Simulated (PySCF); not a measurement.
# C3H8BFS: electronic excitations and core binding energies

Aim: predict the electronic excitations and core binding energies of C3H8BFS (`CCCSBF`).

Computed with PySCF 2.14.0, with density-fitted response routines of our own, on a single molecule in the gas phase. Atoms count from 0, in the outputs and in this text.

## 1. Starting geometry

14 atoms, charge 0, multiplicity 1; geometry from: GFN2-xTB.

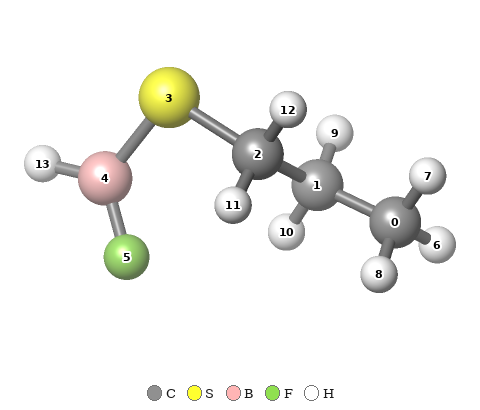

The starting geometry (carbon grey, sulfur yellow, boron pink, fluorine green, hydrogen white), atoms numbered.

## 2. Ultraviolet spectrum: CAM-B3LYP/def2-SVPD

The job: settings as JSON, then the geometry in Å.

```
{"job": {"kind": "uv", "xc": "CAM-B3LYP", "basis": "def2-SVPD", "nstates": 8, "ntriplets": 3}, "charge": 0, "multiplicity": 1}
C     -2.047760     0.275228     0.080476
C     -0.693721    -0.423027     0.132467
C      0.206120     0.220539     1.175566
S      1.770882    -0.720995     1.407509
B      2.726159    -0.249668    -0.001226
F      2.249491     0.626318    -0.870698
H     -2.680978    -0.188034    -0.671599
H     -2.548794     0.206640     1.043418
H     -1.927379     1.326293    -0.171530
H     -0.831499    -1.477591     0.381311
H     -0.214687    -0.366976    -0.847254
H      0.469149     1.240408     0.899920
H     -0.271423     0.222141     2.154442
H      3.793760    -0.691748    -0.174918
```

Level: TDDFT CAM-B3LYP/def2-SVPD, vertical, gas phase, core orbitals frozen in the response.

On the command line:

```
$ OMP_NUM_THREADS=1 python probes_run.py task.json out
```

This one command runs all jobs of the session in turn.

Standard output:

```text
coarse grid: 12016 points
cycle   1  E = -641.5831030169  dE =  5.586e-01  |g| = 4.693e-01  |ddm| = 4.631e+00
cycle   2  E = -641.5803187151  dE =  2.784e-03  |g| = 5.625e-01  |ddm| = 1.021e+00
cycle   3  E = -641.6312388777  dE = -5.092e-02  |g| = 5.218e-02  |ddm| = 4.470e-01
cycle   4  E = -641.6317409421  dE = -5.021e-04  |g| = 2.536e-02  |ddm| = 1.131e-01
cycle   5  E = -641.6319116225  dE = -1.707e-04  |g| = 4.037e-03  |ddm| = 4.121e-02
cycle   6  E = -641.6319164933  dE = -4.871e-06  |g| = 8.645e-04  |ddm| = 9.440e-03
final grid: 111160 points
cycle   7  E = -641.7082775249  dE = -3.971e-05  |g| = 2.761e-03  |ddm| = 5.893e-02
cycle   8  E = -641.7082780308  dE = -5.060e-07  |g| = 2.486e-03  |ddm| = 9.157e-03
cycle   9  E = -641.7082795362  dE = -1.505e-06  |g| = 2.710e-04  |ddm| = 3.218e-03
cycle  10  E = -641.7082795492  dE = -1.299e-08  |g| = 1.979e-04  |ddm| = 6.318e-04
cycle  11  E = -641.7082795568  dE = -7.602e-09  |g| = 2.475e-05  |ddm| = 2.264e-04
cycle  12  E = -641.7082795570  dE = -1.939e-10  |g| = 1.004e-05  |ddm| = 5.824e-05
converged SCF energy = -641.7082795570

Static polarisability (au): isotropic 72.112, principal 60.055 67.883 88.397

Singlet excitations
state   eV       nm        f      main configurations
  1   6.4626    191.8   0.12248   H->L 0.81
  2   6.4954    190.9   0.03845   H->L+1 0.56, H->L 0.13
  3   6.8809    180.2   0.00016   H-1->L 0.71, H-2->L 0.15
  4   7.4173    167.2   0.06570   H->L+2 0.67, H->L+1 0.15
  5   7.7160    160.7   0.00986   H-2->L 0.69, H-1->L 0.17
  6   8.0096    154.8   0.04610   H-1->L+1 0.43, H->L+3 0.31
  7   8.0166    154.7   0.02851   H->L+3 0.47, H-1->L+1 0.22, H->L+4 0.14
  8   8.1581    152.0   0.01523   H->L+4 0.57, H->L+5 0.23

Triplet excitations (Tamm-Dancoff, eV): 5.0596 6.0150 6.3748
```

Run time: 56 s. Hardware: 1 thread of Arm Neoverse N1, shared host; peak memory 0.87 GiB.

The orbitals next to the gap, with their largest atomic shares:

```tsv
orbital	eV	atoms
HOMO−3	-11.26	C1 27 %, C0 18 %, H9 12 %
HOMO−2	-10.83	S3 21 %, B4 16 %, C2 15 %
HOMO−1	-10.26	S3 55 %, C2 12 %, B4 11 %
HOMO	-9.00	S3 64 %, B4 14 %, C2 8 %
LUMO	0.63	B4 42 %, S3 25 %, F5 15 %
LUMO+1	0.89	B4 27 %, S3 23 %, C0 8 %
LUMO+2	1.41	S3 50 %, B4 26 %, H13 4 %
```

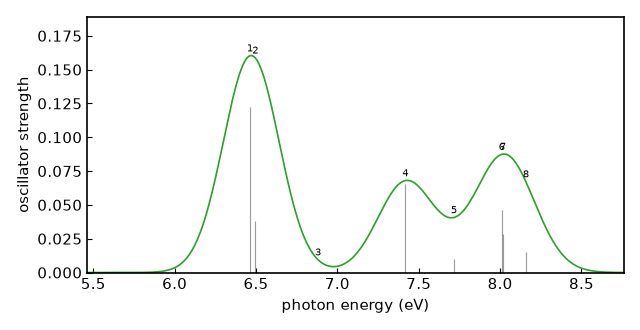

Absorption spectrum from the 8 singlet states computed; above the last one it falls off for lack of states. Lines are broadened to a width of 0.40 eV (Gaussian).

Further results of this job:

```tsv
property	computed
dipole moment (D)	1.55
polarisability (Å³)	10.69
HOMO–LUMO gap (eV)	9.63
−ε(HOMO) (eV)	9.00
```

## 3. X-ray photoelectron lines: SCAN, X2C

Same as in step 2 but for these lines:

```diff
@@ -1,2 +1,2 @@
-{"job": {"kind": "uv", "xc": "CAM-B3LYP", "basis": "def2-SVPD", "nstates": 8, "ntriplets": 3}, "charge": 0, "multiplicity": 1}
+{"job": {"kind": "xps"}, "charge": 0, "multiplicity": 1}
 C     -2.047760     0.275228     0.080476
```

With the program's defaults for keys left out, this is: delta-SCF UKS SCAN, pcX-2 on the ionised atom, pcseg-1 elsewhere, spin-free X2C.

Standard output:

```text
ground state, core basis on atom 0 (C), 159 functions
  cycle   1  E = -643.01343591  |g| = 5.48e-01
  cycle   2  E = -642.93208794  |g| = 8.66e-01
  cycle   3  E = -643.07744661  |g| = 1.24e-01
  cycle   4  E = -643.08063262  |g| = 3.79e-02
  cycle   5  E = -643.08092970  |g| = 1.13e-02
  cycle   6  E = -643.08096479  |g| = 4.39e-03
  cycle   7  E = -643.08096860  |g| = 1.39e-03
  cycle   8  E = -643.08097172  |g| = 3.51e-04
  E(ground) = -643.09792719 Eh
hole in C 1s of atom 0
  cycle   1  E = -631.84021759  |g| = 1.50e+00
  cycle   2  E = -631.17364930  |g| = 1.80e+00
  cycle   3  E = -632.34590326  |g| = 3.36e-01
  cycle   4  E = -632.38164760  |g| = 1.67e-01
  cycle   5  E = -632.39565587  |g| = 6.62e-02
  cycle   6  E = -632.39737007  |g| = 2.19e-02
  cycle   7  E = -632.39753649  |g| = 7.15e-03
  cycle   8  E = -632.39755353  |g| = 3.51e-03
  cycle   9  E = -632.39756212  |g| = 9.87e-04
  cycle  10  E = -632.39756228  |g| = 6.01e-04
  cycle  11  E = -632.39756267  |g| = 2.56e-04
  E(ion) = -632.41394646 Eh   <S^2> = 0.7674   hole on atom = 1.000   binding energy = 290.726 eV
ground state, core basis on atom 1 (C), 159 functions
  cycle   1  E = -643.08206742  |g| = 5.89e-02
  cycle   2  E = -643.08201156  |g| = 2.55e-02
  cycle   3  E = -643.08206741  |g| = 2.04e-02
  cycle   4  E = -643.08217237  |g| = 1.65e-03
  cycle   5  E = -643.08217403  |g| = 4.81e-04
  E(ground) = -643.09885889 Eh
hole in C 1s of atom 1
  cycle   1  E = -631.82824104  |g| = 1.51e+00
  cycle   2  E = -631.03683196  |g| = 1.90e+00
  cycle   3  E = -632.33584759  |g| = 3.59e-01
  cycle   4  E = -632.37581647  |g| = 1.80e-01
  cycle   5  E = -632.39277770  |g| = 6.20e-02
  cycle   6  E = -632.39441133  |g| = 1.73e-02
  cycle   7  E = -632.39450726  |g| = 9.05e-03
  cycle   8  E = -632.39453626  |g| = 3.31e-03
  cycle   9  E = -632.39454016  |g| = 1.28e-03
  cycle  10  E = -632.39454289  |g| = 8.15e-04
  cycle  11  E = -632.39454358  |g| = 2.87e-04
  E(ion) = -632.41080137 Eh   <S^2> = 0.7691   hole on atom = 1.000   binding energy = 290.837 eV
ground state, core basis on atom 2 (C), 159 functions
  cycle   1  E = -643.08192748  |g| = 5.88e-02
  cycle   2  E = -643.08186190  |g| = 2.56e-02
  cycle   3  E = -643.08189225  |g| = 2.28e-02
  cycle   4  E = -643.08202013  |g| = 3.87e-03
  cycle   5  E = -643.08202484  |g| = 5.71e-04
  cycle   6  E = -643.08202553  |g| = 1.30e-04
  E(ground) = -643.09883258 Eh
hole in C 1s of atom 2
  cycle   1  E = -631.79416570  |g| = 1.51e+00
  cycle   2  E = -630.64483005  |g| = 2.09e+00
  cycle   3  E = -632.28398324  |g| = 4.21e-01
  cycle   4  E = -632.35301988  |g| = 1.81e-01
  cycle   5  E = -632.37123210  |g| = 5.60e-02
  cycle   6  E = -632.37277389  |g| = 1.73e-02
  cycle   7  E = -632.37293972  |g| = 9.11e-03
  cycle   8  E = -632.37298085  |g| = 4.30e-03
  cycle   9  E = -632.37299224  |g| = 1.77e-03
  cycle  10  E = -632.37299683  |g| = 8.37e-04
  cycle  11  E = -632.37299698  |g| = 2.98e-04
  E(ion) = -632.39059093 Eh   <S^2> = 0.7773   hole on atom = 1.000   binding energy = 291.386 eV
ground state, core basis on atom 3 (S), 170 functions
  cycle   1  E = -643.22853205  |g| = 4.05e-01
  cycle   2  E = -643.22815924  |g| = 5.35e-02
  cycle   3  E = -643.22687875  |g| = 8.64e-02
  cycle   4  E = -643.22896786  |g| = 8.41e-03
  cycle   5  E = -643.22897555  |g| = 5.30e-03
  cycle   6  E = -643.22897984  |g| = 4.41e-04
  E(ground) = -643.23213417 Eh
hole in S 1s of atom 3
  cycle   1  E = -550.98965152  |g| = 5.08e+00
  cycle   2  E = -550.99958437  |g| = 2.31e+00
  cycle   3  E = -551.24315125  |g| = 1.34e+00
  cycle   4  E = -552.13715613  |g| = 4.06e-01
  cycle   5  E = -552.18965072  |g| = 2.24e-01
  cycle   6  E = -552.20713826  |g| = 5.89e-02
  cycle   7  E = -552.20820528  |g| = 2.33e-02
  cycle   8  E = -552.20843804  |g| = 4.70e-03
  cycle   9  E = -552.20844744  |g| = 2.06e-03
  cycle  10  E = -552.20845003  |g| = 5.00e-04
  E(ion) = -552.20286029 Eh   <S^2> = 0.7514   hole on atom = 1.000   binding energy = 2477.033 eV
hole in S 2p of atom 3
  cycle   1  E = -636.54182171  |g| = 1.52e+00
  cycle   2  E = -636.24264617  |g| = 1.43e+00
  cycle   3  E = -636.87424568  |g| = 4.78e-01
  cycle   4  E = -636.97325611  |g| = 1.93e-01
  cycle   5  E = -636.98251871  |g| = 9.02e-02
  cycle   6  E = -636.98543121  |g| = 2.84e-02
  cycle   7  E = -636.98578476  |g| = 7.14e-03
  cycle   8  E = -636.98581263  |g| = 1.70e-03
  cycle   9  E = -636.98581375  |g| = 1.23e-03
  cycle  10  E = -636.98581470  |g| = 4.11e-04
  E(ion) = -636.99553562 Eh   <S^2> = 0.7551   hole on atom = 1.001   binding energy = 169.706 eV
  2p3/2 = 169.164 eV   2p1/2 = 170.399 eV
ground state, core basis on atom 4 (B), 159 functions
  cycle   1  E = -643.07873483  |g| = 5.65e-02
  cycle   2  E = -643.07830026  |g| = 5.85e-02
  cycle   3  E = -643.07895129  |g| = 2.33e-02
  cycle   4  E = -643.07905489  |g| = 5.19e-03
  cycle   5  E = -643.07905932  |g| = 1.19e-03
  cycle   6  E = -643.07905942  |g| = 3.51e-04
  E(ground) = -643.09704604 Eh
hole in B 1s of atom 4
  cycle   1  E = -635.41251153  |g| = 1.17e+00
  cycle   2  E = -632.99820487  |g| = 2.08e+00
  cycle   3  E = -635.64695401  |g| = 5.11e-01
  cycle   4  E = -635.79183191  |g| = 2.44e-01
  cycle   5  E = -635.82031108  |g| = 8.97e-02
  cycle   6  E = -635.82406580  |g| = 3.50e-02
  cycle   7  E = -635.82476966  |g| = 1.71e-02
  cycle   8  E = -635.82493320  |g| = 1.37e-02
  cycle   9  E = -635.82509053  |g| = 6.78e-03
  cycle  10  E = -635.82516944  |g| = 3.86e-03
  cycle  11  E = -635.82519185  |g| = 1.81e-03
  cycle  12  E = -635.82519655  |g| = 1.17e-03
  cycle  13  E = -635.82519679  |g| = 3.37e-04
  E(ion) = -635.84597335 Eh   <S^2> = 0.8735   hole on atom = 1.000   binding energy = 197.312 eV
ground state, core basis on atom 5 (F), 159 functions
  cycle   1  E = -643.12446287  |g| = 1.25e-01
  cycle   2  E = -643.12341993  |g| = 1.04e-01
  cycle   3  E = -643.12424513  |g| = 6.76e-02
  cycle   4  E = -643.12485938  |g| = 4.38e-03
  cycle   5  E = -643.12486530  |g| = 7.63e-04
  cycle   6  E = -643.12486605  |g| = 1.25e-04
  E(ground) = -643.14459683 Eh
hole in F 1s of atom 5
  cycle   1  E = -616.75855201  |g| = 2.58e+00
  cycle   2  E = -616.41888066  |g| = 2.22e+00
  cycle   3  E = -617.41564232  |g| = 5.95e-01
  cycle   4  E = -617.40368327  |g| = 5.96e-01
  cycle   5  E = -617.64931500  |g| = 5.52e-02
  cycle   6  E = -617.65112368  |g| = 2.74e-02
  cycle   7  E = -617.65151160  |g| = 1.22e-02
  cycle   8  E = -617.65159172  |g| = 2.33e-03
  cycle   9  E = -617.65159629  |g| = 7.25e-04
  cycle  10  E = -617.65159623  |g| = 3.08e-04
  E(ion) = -617.67811141 Eh   <S^2> = 0.7565   hole on atom = 1.000   binding energy = 692.978 eV
```

Wall time 2.4 min (1 thread of Arm Neoverse N1, shared host); peak memory 0.67 GiB.

Binding energies by hole, beside the orbital energy of the ground state; the difference holds orbital relaxation and, for a density functional, its self-interaction error:

```tsv
hole	stands for	environment	ΔSCF (eV; 2p as the shell's mean)	−ε (eV)	⟨S²⟩
C1s on C0	C0	methyl carbon	290.73	273.5	0.767
C1s on C1	C1	sp3 CH2	290.84	273.9	0.769
C1s on C2	C2	sp3 CH2 bonded to S	291.39	274.8	0.777
S1s on S3	S3	sulfur bonded to C, B	2477.03	2415.0	0.751
S2p on S3	S3	sulfur bonded to C, B	169.58	158.1	0.755
B1s on B4	B4	boron bonded to F, S, H	197.31 (doubtful)	181.7	0.874
F1s on F5	F5	fluorine bonded to B	692.98	667.0	0.756
```

Doubtful: the ion did not converge, its hole moved, or its ⟨S²⟩ is well above 0.75.

With the spin-orbit splitting: S3 2p3/2 169.16, 2p1/2 170.40 eV. The table gives each 2p level as the mean over the whole 2p shell (two parts 2p3/2, one part 2p1/2), which differs a little from the single hole in the log.

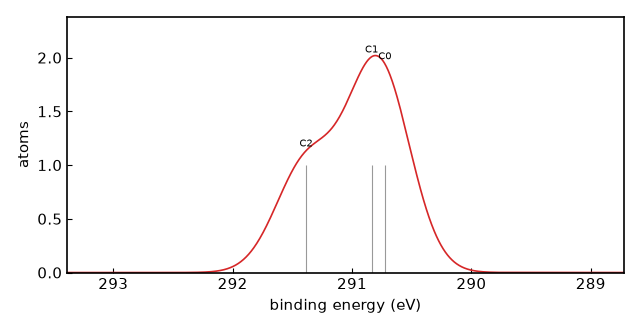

The C1s photoelectron lines, weighted by the number of atoms. Lines are broadened to a width of 0.60 eV (Gaussian).

## 4. Summary of results

| quantity | value |
| --- | --- |
| lowest singlet (CAM-B3LYP/def2-SVPD) | 6.46 eV (192 nm), f = 0.122 |
| lowest triplet | 5.06 eV |
| C1s binding energies, SCAN/pcX-2 | C2 291.39, C1 290.84, C0 290.73 eV |
| S1s binding energies, SCAN/pcX-2 | S3 2477.03 eV |
| S2p binding energies, SCAN/pcX-2 | S3 169.58 eV |
| F1s binding energies, SCAN/pcX-2 | F5 692.98 eV |

In words: The lowest singlet, at 6.46 eV, is HOMO→LUMO 0.81 and is bright. The lowest triplet lies 1.40 eV below the lowest singlet (triplets in Tamm-Dancoff, singlets in full TDDFT). The C1s levels kept as sound span 0.66 eV, from C0 (methyl carbon) up to C2 (sp3 CH2 bonded to S).
